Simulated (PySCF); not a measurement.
# One shape, several levels: B2H4F2 (diborane 1,2-di F)

Aim: a comparison of 5 runs (HF/3-21G, HF/def2-SVP, SVWN5/6-31G*, PBE0/def2-SVP, wB97X/6-31+G*) of B2H4F2 (diborane 1,2-di F). The job is set up through a Python script.

The results are computed with PySCF 2.14.0.

### 1 The molecule

B2H4F2: 8 atoms, total charge 0, spin state singlet. The shape is that of a GFN2-xTB optimisation.

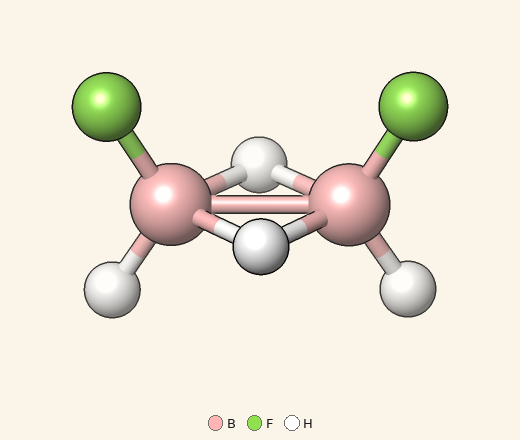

The structure, seen from a chosen angle (boron pink, fluorine green, hydrogen white).

### 2 Energy and gradient at HF/3-21G (run 1)

geometry.xyz reads:

```xyz
8

B      0.900280     0.135600     0.220540
F      1.577350    -0.870490     0.774860
H      1.468510     1.149340     0.064650
H     -0.279410     0.344870     0.872020
B     -0.901660    -0.069840    -0.243330
F     -1.523610    -1.233090    -0.048610
H     -1.518140     0.797180    -0.736440
H      0.276680    -0.253560    -0.903690
```

input.py reads:

```python
# diborane 1,2-di F
from pyscf import gto, scf

system = gto.M(
    atom='geometry.xyz',
    charge=0,
    max_memory=1860,
    verbose=3,
    basis='3-21g',
)

myscf = scf.RHF(system)
myscf.conv_tol = 1e-10
myscf.kernel()
if not myscf.converged:
    myscf = myscf.newton().run(myscf.mo_coeff, myscf.mo_occ)

e_final = myscf.e_tot
print(f'total energy: {e_final:.8f} hartree')
grad = myscf.nuc_grad_method().kernel()
dip = myscf.dip_moment()
pop, q = myscf.mulliken_pop()
```

Run with:

```sh
OMP_NUM_THREADS=1 python input.py
```

Log:

```text
converged SCF energy = -249.277228625168
total energy: -249.27722863 hartree
[... 8 lines left out ...]
Dipole moment(X, Y, Z, Debye): -0.04642,  1.92401, -0.66426
[... 53 lines left out ...]
charge of    7H =     -0.11420
```

Run time: 2.5 s. Hardware: 1 thread of Intel Xeon at 2.70GHz, shared host; peak memory 0.12 GiB.

### 3 Energy and forces at HF/def2-SVP (run 2)

run.py reads:

```python
from pyscf import gto, scf

mol = gto.M(
    atom='''
B      0.900280     0.135600     0.220540
F      1.577350    -0.870490     0.774860
H      1.468510     1.149340     0.064650
H     -0.279410     0.344870     0.872020
B     -0.901660    -0.069840    -0.243330
F     -1.523610    -1.233090    -0.048610
H     -1.518140     0.797180    -0.736440
H      0.276680    -0.253560    -0.903690
''',
    basis='def2-svp',
    max_memory=1860,
    verbose=3,
    spin=0,
)

calc0 = scf.RHF(mol)
calc0.conv_tol = 1e-10
calc0.kernel()
if not calc0.converged:
    calc0 = calc0.newton().run(calc0.mo_coeff, calc0.mo_occ)

energy = calc0.e_tot
print('Final energy', energy)
grad = calc0.nuc_grad_method().kernel()
dip = calc0.dip_moment()
pop, q = calc0.mulliken_pop()
```

Run with:

```sh
OMP_NUM_THREADS=1 python run.py
```

Log:

```text
converged SCF energy = -250.447835382425
Final energy -250.44783538242456
[... 8 lines left out ...]
Dipole moment(X, Y, Z, Debye): -0.04476,  1.85198, -0.63940
[... 85 lines left out ...]
charge of    7H =     -0.10746
```

Run time: 7.5 s. Hardware: 1 thread of Intel Xeon at 2.70GHz, shared host; peak memory 0.15 GiB.

### 4 Energy and forces at SVWN5/6-31G(d) (spherical functions) (run 3)

job.py reads:

```python
from pyscf import gto, dft

molecule = gto.Mole()
molecule.atom = '''
B      0.900280     0.135600     0.220540
F      1.577350    -0.870490     0.774860
H      1.468510     1.149340     0.064650
H     -0.279410     0.344870     0.872020
B     -0.901660    -0.069840    -0.243330
F     -1.523610    -1.233090    -0.048610
H     -1.518140     0.797180    -0.736440
H      0.276680    -0.253560    -0.903690
'''
molecule.spin = 0
molecule.max_memory = 1860
molecule.verbose = 4
molecule.basis = '6-31g*'
molecule.build()

mf = dft.RKS(molecule)
mf.xc = 'svwn'
mf.grids.level = 5
mf.conv_tol = 1e-10
mf.kernel()
if not mf.converged:
    mf = mf.newton().run(mf.mo_coeff, mf.mo_occ)

energy = mf.e_tot
print('Final energy', energy)
grad = mf.nuc_grad_method().kernel()
mf.analyze()
```

Run with:

```sh
OMP_NUM_THREADS=1 python job.py
```

Log:

```text
PySCF version 2.14.0

[... 97 lines left out ...]
Two-electron Coulomb Energy =          228.540323185898956
[... 14 lines left out ...]
MO #12  energy= -0.399622061763025 occ= 2
[... 12 lines left out ...]
MO #25  energy= 0.305397403103834  occ= 0
[... 12 lines left out ...]
MO #38  energy= 1.10098197956993   occ= 0
[... 12 lines left out ...]
MO #51  energy= 1.68690709306805   occ= 0
[... 12 lines left out ...]
MO #64  energy= 3.04227410148043   occ= 0
[... 75 lines left out ...]
Dipole moment(X, Y, Z, Debye): -0.02371,  0.99617, -0.34386
```

It took 14 s on 1 thread of Intel Xeon at 2.70GHz, shared host; peak memory 0.36 GiB.

Run 4 isn't shown in full; the table further down has it.

### 5 Energy and gradient at wB97X/6-31+G(d) (spherical functions) (run 5)

calc.py reads:

```python
from pyscf import gto, dft

mol = gto.M(
    atom='''
B    0.900280   0.135600   0.220540
F    1.577350  -0.870490   0.774860
H    1.468510   1.149340   0.064650
H   -0.279410   0.344870   0.872020
B   -0.901660  -0.069840  -0.243330
F   -1.523610  -1.233090  -0.048610
H   -1.518140   0.797180  -0.736440
H    0.276680  -0.253560  -0.903690
''',
    charge=0,
    basis='6-31+g*',
    max_memory=1860,
    spin=0,
    verbose=3,
)

ks = dft.RKS(mol, xc='wb97x')
ks.conv_tol = 1e-10
ks.grids.level = 5
ks.kernel()
if not ks.converged:
    ks = ks.newton().run(ks.mo_coeff, ks.mo_occ)

etot = ks.e_tot
print('Final energy', etot)
grad = ks.nuc_grad_method().kernel()
ks.analyze()
```

Run with:

```sh
OMP_NUM_THREADS=1 python calc.py
```

Log:

```text
converged SCF energy = -251.816679642351
[... 19 lines left out ...]
MO #10  energy= -0.618201587473886 occ= 2
[... 13 lines left out ...]
MO #24  energy= 0.130970735284331  occ= 0
[... 13 lines left out ...]
MO #38  energy= 0.402202438724527  occ= 0
[... 13 lines left out ...]
MO #52  energy= 1.15409568927117   occ= 0
[... 13 lines left out ...]
MO #66  energy= 1.8689674444414    occ= 0
[... 13 lines left out ...]
MO #80  energy= 3.32253772785077   occ= 0
[... 9 lines left out ...]
Dipole moment(X, Y, Z, Debye): -0.04090,  1.69237, -0.58417
```

It took 45 s on 1 thread of Intel Xeon at 2.70GHz, shared host; peak memory 0.8 GiB.

### 6 The series

```tsv
run	level	integration grid	energy (Eh)	dipole moment (D)	HOMO energy (eV)	LUMO energy (eV)	wall time
1	HF/3-21G	–	-249.277229	2.04	-13.93	3.58	2.5 s
2	HF/def2-SVP	–	-250.447835	1.96	-14.05	3.51	7.5 s
3	SVWN5/6-31G* (spherical functions)	5	-249.986345	1.05	-7.96	-1.28	14 s
4	PBE0/def2-SVP	5	-251.413138	1.46	-9.84	-0.34	24 s
5	wB97X/6-31+G* (spherical functions)	5	-251.816680	1.79	-12.51	1.61	45 s
```

### 7 Results

| quantity | value |
| --- | --- |
| run 5: total energy | -251.81668 Eh |
| run 5: dipole moment | 1.79 D |
| run 5: HOMO energy | -12.51 eV |
| run 5: LUMO energy | 1.61 eV |
| run 5: HOMO–LUMO gap | 14.12 eV |
| run 5: largest force on an atom | 1.228 eV/Å |

In words: The dipole moment (its size) runs from 1.05 D (SVWN5/6-31G*) to 2.04 D (HF/3-21G). The two ends differ in method and basis. The HOMO–LUMO gap runs from 6.68 eV (SVWN5/6-31G*) to 17.56 eV (HF/def2-SVP). Totals of different functionals can't be ranked against each other. All runs together took 93 s, the longest 45 s.
